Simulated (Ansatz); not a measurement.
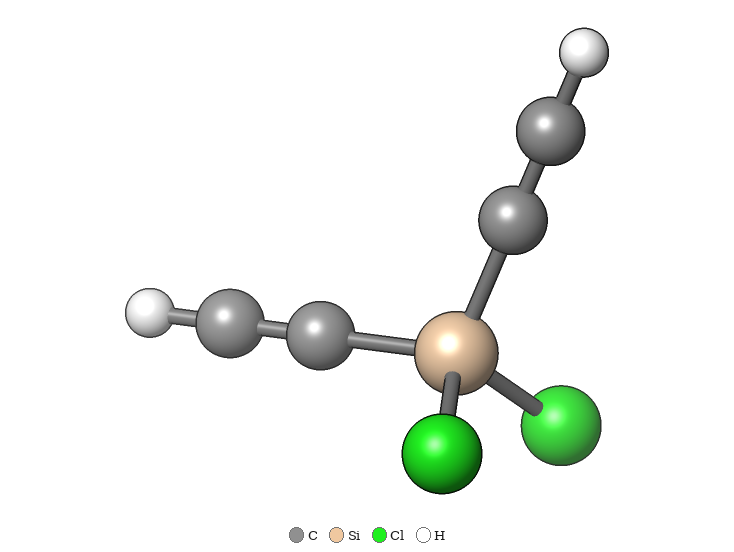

Ball-and-stick drawing of a structure.

The geometry was computed by an optimisation with PBE0-D4/def2-TZVP.

**What is the molecular formula?**

C4H2Cl2Si, 9 atoms: 4 carbon, 2 hydrogen, 2 chlorine and 1 silicon.

**Name functional groups in it.**

Among them: alkyne.

**Does it have rings?**

It has no ring.

**Count the bonded pairs by element.**

2 C–C, 2 C–Si, 2 Cl–Si, 2 C–H.

More results for the same structure follow; atom numbers are the same in all pictures, views and colours differ.

### Thermal motion

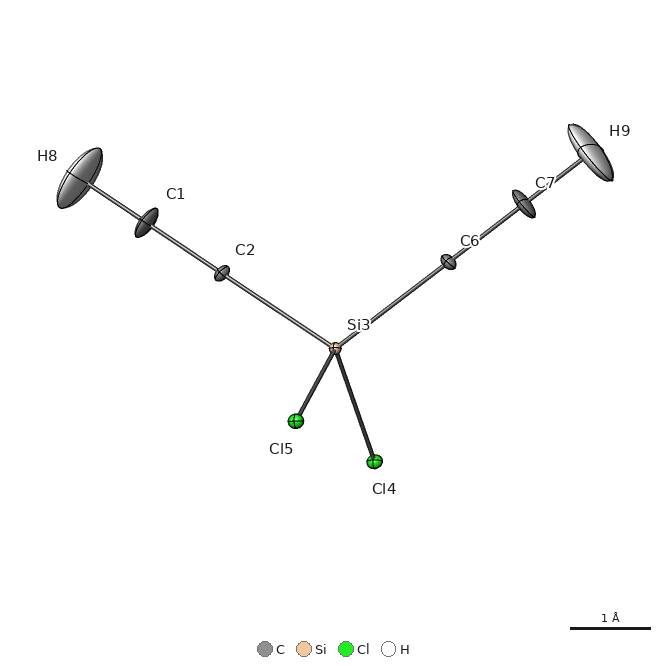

Displacement ellipsoids at the 50 % level, from the internal vibrations of the free molecule (harmonic, no overall translation or rotation; no half-axis is drawn under 0.075 Å). Vibrations computed with RKS PBE0-D4/def2-TZVP (Ansatz 0.2.0). Temperature: 200 K.

**Which atom moves most?**

H8, H9, with U_eq = 0.0545 Å².

**Does H9 move more along its bond or across it?**

Across it: the root-mean-square amplitude is 0.085 Å along the bond and up to 0.287 Å across, since bending and torsion are softer than stretching.

List U_eq and the three principal root-mean-square amplitudes for each kind of atom.

| atom | U_eq (Å²) | rms amplitudes (Å) |
| --- | --- | --- |
| C1, C7 | 0.0127 | 0.051, 0.125, 0.141 |
| C2, C6 | 0.0041 | 0.048, 0.066, 0.074 |
| Si3 | 0.0020 | 0.042, 0.044, 0.047 |
| Cl4, Cl5 | 0.0031 | 0.042, 0.058, 0.065 |
| H8, H9 | 0.0545 | 0.085, 0.271, 0.287 |

### Dipole moment

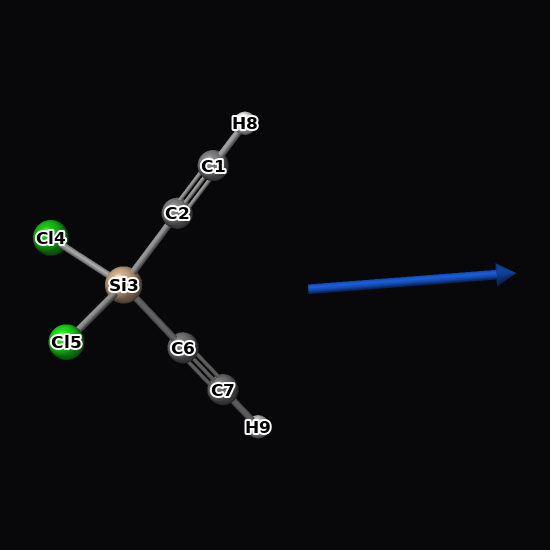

The arrow beside the molecule shows the direction of the dipole moment, from the negative to the positive end (its length means nothing). Level of theory: RKS PBE-D4/def2-TZVPP (Ansatz 0.2.0).

**How large is the dipole moment?**

1.99 D; it points from the side of Cl4, Cl5 to the side of H8, H9 (the outermost atoms at the two ends).

### Charges

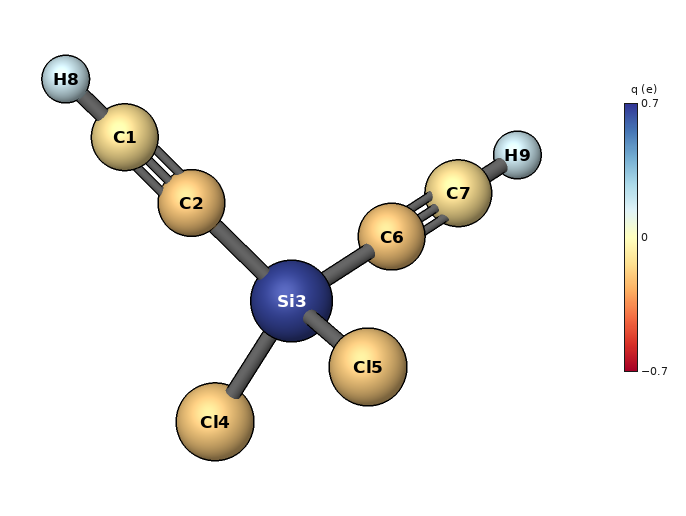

Atoms are coloured by their Mulliken charges. Method: RKS PBE0-D4/def2-TZVP (Ansatz 0.2.0).

Give the Mulliken charges atom by atom.

```json
{"atom": "C1", "value (e)": "−0.13"}
{"atom": "C2", "value (e)": "−0.20"}
{"atom": "Si3", "value (e)": "0.66"}
{"atom": "Cl4", "value (e)": "−0.19"}
{"atom": "Cl5", "value (e)": "−0.19"}
{"atom": "C6", "value (e)": "−0.20"}
{"atom": "C7", "value (e)": "−0.13"}
{"atom": "H8", "value (e)": "0.19"}
{"atom": "H9", "value (e)": "0.19"}
```

Mulliken values depend strongly on the basis set and can even reverse the polarity of a bond.
